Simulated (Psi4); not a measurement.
**CH3NSi (Si(CN)H3): PBE0/def2-TZVP**

What is the vertical ionisation energy of CH3NSi (Si(CN)H3) at PBE0/def2-TZVP? 

The calculation is run with Psi4 1.11.

3 further runs of the same task are left out: 1 that didn't finish, 2 set aside as unsound or not needed.

## (1) The molecule

CH3NSi: 6 atoms, total charge 0, spin state singlet. SMILES: `[H][Si]([H])([H])C#N`. The shape is that of a GFN2-xTB optimisation.

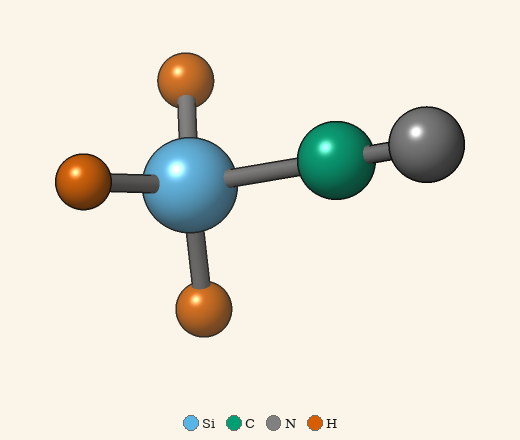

The structure, seen from a chosen angle (silicon blue, carbon teal, nitrogen grey, hydrogen orange).

## (2) The energy at PBE0/def2-TZVP

calc.py

```python
import psi4

psi4.set_memory('1600 MB')
psi4.set_num_threads(1)
psi4.set_output_file('psi4.out', False)

geom = psi4.geometry("""
0 1
Si    -0.005910     0.005310    -0.607820
C      0.007280    -0.009780     1.257730
N      0.023780    -0.021100     2.402800
H      1.395010     0.016460    -1.024950
H     -0.715770     1.218710    -1.003950
H     -0.704390    -1.209600    -1.023800
symmetry c1
""")

psi4.set_options(dict(puream=True, e_convergence=1e-09, d_convergence=1e-08, scf_type='pk', dft_radial_points=99, dft_spherical_points=590))

energy_value, wavefunction = psi4.energy('pbe0/def2-TZVP', molecule=geom, return_wfn=True)
psi4.oeprop(wavefunction, 'LOWDIN_CHARGES', 'DIPOLE', 'QUADRUPOLE')
print(f'total energy {energy_value:.8f} hartree = {energy_value * 27.211386:.5f} eV')
```

Run with:

```sh
$ python calc.py
```

psi4.out (excerpt; [...] marks lines left out):

```text
[...]
  Running in c1 symmetry.
[...]
  Nuclear repulsion =   82.887837989854177
[...]
  Multiplicity = 1
[...]
  Nalpha       = 15
  Nbeta        = 15
[...]
    Number of basis functions: 117
[...]
   @RKS iter   1:  -383.79229090160419   -5.60709e-01   4.99145e-03 ADIIS/DIIS
[...]
   @RKS iter  10:  -383.93797829193170   -2.27374e-12   5.26567e-09 DIIS
[...]
    Orbital Energies [Eh]
    ---------------------
    Doubly Occupied:
       1A    -66.284494     2A    -14.393699     3A    -10.251502
       4A     -5.367501     5A     -3.702396     6A     -3.700135
       7A     -3.700129     8A     -0.941076     9A     -0.632071
      10A     -0.476445    11A     -0.412141    12A     -0.412067
      13A     -0.381030    14A     -0.362348    15A     -0.362312
[...]
  @RKS Final Energy:  -383.93797829193170
   => Energetics <=
    Nuclear Repulsion Energy =             82.8878379898541766
    One-Electron Energy =                -692.5655593043300087
    Two-Electron Energy =                 251.5239170722651920
    DFT Exchange-Correlation Energy =     -25.7841740497211163
    Empirical Dispersion Energy =           0.0000000000000000
    VV10 Nonlocal Energy =                  0.0000000000000000
    Total Energy =                       -383.9379782919316995
[...]
 Multipole Moments:
 ------------------------------------------------------------------------------------
     Multipole            Electronic (a.u.)      Nuclear  (a.u.)        Total (a.u.)
 ------------------------------------------------------------------------------------
 L = 1.  Multiply by 2.5417464519 to convert [e a0] to [Debye]
 Dipole X            :          0.0201120           -0.0351824           -0.0150703
 Dipole Y            :         -0.0231506            0.0359941            0.0128434
 Dipole Z            :          2.8562632           -4.3054485           -1.4491853
 Magnitude           :                                                    1.4493206
 L = 2.  Multiply by 1.3450342976 to convert [e a0^2] to [Debye ang]
 Quadrupole XX       :        -29.4888597           10.5666856          -18.9221741
 Quadrupole XY       :          0.0054868           -0.0048275            0.0006593
[...]
```

Standard output:

```text
Memory set to   1.490 GiB by Python driver.
  Threads set to 1 by Python driver.
total energy -383.93797829 hartree = -10447.48453 eV
```

Run time: 14 s. Hardware: 1 thread of Intel Xeon 6975P-C (Granite Rapids), shared host; peak memory 0.69 GiB.

## (3) The doublet cation: energy and gradient at UPBE0/def2-TZVP

input.json

```json
{
 "schema_name": "qcschema_input",
 "schema_version": 1,
 "molecule": {
  "schema_name": "qcschema_molecule",
  "schema_version": 2,
  "symbols": ["Si", "C", "N", "H", "H", "H"],
  "geometry": [-0.01116828, 0.01003445, -1.14861333, 0.01375721, -0.01848152, 2.37676524, 0.04493769, -0.03987322, 4.54063393, 2.63618684, 0.03110489, -1.93687479, -1.35260927, 2.30302813, -1.89719054, -1.33110418, -2.28581272, -1.93470161],
  "molecular_charge": 1,
  "molecular_multiplicity": 2,
  "fix_symmetry": "c1",
  "fix_com": true,
  "fix_orientation": true
 },
 "driver": "gradient",
 "model": {
  "method": "pbe0",
  "basis": "def2-TZVP"
 },
 "keywords": {
  "reference": "uks",
  "puream": true,
  "e_convergence": 1e-09,
  "d_convergence": 1e-08,
  "scf_type": "pk",
  "dft_radial_points": 99,
  "dft_spherical_points": 590,
  "maxiter": 200,
  "scf_properties": ["DIPOLE", "MAYER_INDICES", "LOWDIN_CHARGES"]
 }
}
```

Run with:

```sh
$ psi4 --qcschema input.json -n 1 --memory 1600MB
```

stdout (excerpt; [...] marks lines left out):

```text
[...]
                   'protocols': {'error_correction': {'default_policy': True, 'policies': None},
                                 'native_files': 'none',
[...]
  Running in c1 symmetry.
[...]
  Nuclear repulsion =   82.887838079692969
[...]
  Multiplicity = 2
[...]
  Nalpha       = 15
  Nbeta        = 14
[...]
    Number of basis functions: 117
[...]
   @UKS iter   1:  -383.30142700448812   -6.98452e-02   4.92198e-03 DIIS/ADIIS
[...]
   @UKS iter  32:  -383.48823645536089   -1.34150e-11   9.19569e-09 DIIS
[...]
   @S^2 Observed:                7.613824463E-01
[...]
  @UKS Final Energy:  -383.48823645536089
   => Energetics <=
    Nuclear Repulsion Energy =             82.8878380796929690
    One-Electron Energy =                -684.5084034025751407
    Two-Electron Energy =                 243.6641803826530293
    DFT Exchange-Correlation Energy =     -25.5318515151317307
    Empirical Dispersion Energy =           0.0000000000000000
    VV10 Nonlocal Energy =                  0.0000000000000000
    Total Energy =                       -383.4882364553608340
[...]
 Multipole Moments:
 ------------------------------------------------------------------------------------
     Multipole            Electronic (a.u.)      Nuclear  (a.u.)        Total (a.u.)
 ------------------------------------------------------------------------------------
 L = 1.  Multiply by 2.5417464519 to convert [e a0] to [Debye]
 Dipole X            :         -0.2704603            0.1932246           -0.0772357
 Dipole Y            :          0.0621215           -0.2011991           -0.1390776
 Dipole Z            :        -24.5235964           24.1956754           -0.3279210
 Magnitude           :                                                    0.3644724
[...]
  -Total Gradient:
     Atom            X                  Y                   Z
    ------   -----------------  -----------------  -----------------
       1       -0.013164918837    -0.025006574632    -0.008844464446
       2        0.002102502103     0.000914514836     0.106997278798
       3       -0.000979936618     0.001498509542    -0.101972696685
       4       -0.010481797812     0.007390935821     0.000229892073
       5        0.011258447786    -0.005201735679    -0.000004797286
       6        0.011265778487     0.020404183880     0.003595192988
[...]
```

The result, in JSON:

```text
{
 "driver": "gradient",
 "model": {
  "method": "pbe0",
  "basis": "def2-TZVP"
 },
 "success": true,
 "return_result": [-0.013164918836781862, -0.025006574631533614, -0.008844464445505334, 0.0021025021029708628, 0.0009145148364088787, 0.10699727879804155, -0.0009799366184890194, 0.0014985095416106867, -0.10197269668459974, -0.010481797812015844, 0.007390935820902976, 0.00022989207340338297, 0.011258447786314608, -0.005201735678826563, -4.797285917693128e-06, 0.011265778486580884, 0.020404183880118207, 0.003595192988395182],
 "properties": {
  "calcinfo_nbasis": 117,
  "calcinfo_nmo": 117,
  "calcinfo_nalpha": 15,
  "calcinfo_nbeta": 14,
  "calcinfo_natom": 6,
  "nuclear_repulsion_energy": 82.88783807969297,
  "return_energy": -383.4882364553609,
  "return_gradient": [-0.013164918836781862, -0.025006574631533614, -0.008844464445505334, 0.0021025021029708628, 0.0009145148364088787, 0.10699727879804155, -0.0009799366184890194, 0.0014985095416106867, -0.10197269668459974, -0.010481797812015844, 0.007390935820902976, 0.00022989207340338297, 0.011258447786314608, -0.005201735678826563, -4.797285917693128e-06, 0.011265778486580884, 0.020404183880118207, 0.003595192988395182],
  "scf_one_electron_energy": -684.5084034025751,
  "scf_two_electron_energy": 243.66418038265303,
  "scf_xc_energy": -25.53185151513173,
  "scf_dipole_moment": [-0.07723571185976952, -0.13907760898710841, -0.32792102685019486],
  "scf_total_energy": -383.4882364553609,
  "scf_total_gradient": [-0.013164918836781862, -0.025006574631533614, -0.008844464445505334, 0.0021025021029708628, 0.0009145148364088787, 0.10699727879804155, -0.0009799366184890194, 0.0014985095416106867, -0.10197269668459974, -0.010481797812015844, 0.007390935820902976, 0.00022989207340338297, 0.011258447786314608, -0.005201735678826563, -4.797285917693128e-06, 0.011265778486580884, 0.020404183880118207, 0.003595192988395182],
  "scf_iterations": 32
 }
}
```

It took 63 s on 1 thread of Intel Xeon 6975P-C (Granite Rapids), shared host; peak memory 0.7 GiB.

## (4) Results

At PBE0/def2-TZVP:

| quantity | value |
| --- | --- |
| singlet CH3NSi: total energy | -383.93798 Eh |
| singlet CH3NSi: dipole moment | 3.68 D |
| singlet CH3NSi: HOMO energy | -9.86 eV |
| singlet CH3NSi: LUMO energy | -0.47 eV |
| singlet CH3NSi: HOMO–LUMO gap | 9.39 eV |
| doublet cation: total energy | -383.48824 Eh |
| doublet cation: HOMO energy (highest over α and β) | -16.49 eV |
| doublet cation: LUMO energy (lowest over α and β) | -14.59 eV |
| doublet cation: ⟨S²⟩ | 0.761 |
| doublet cation: largest force on an atom | 5.503 eV/Å |
| vertical ionisation energy (to the doublet cation) | 12.238 eV |

The vertical ionisation energy comes to 12.24 eV (1181 kJ/mol). The negative HOMO energy of the first species, 9.86 eV, lies 2.38 eV below that difference.
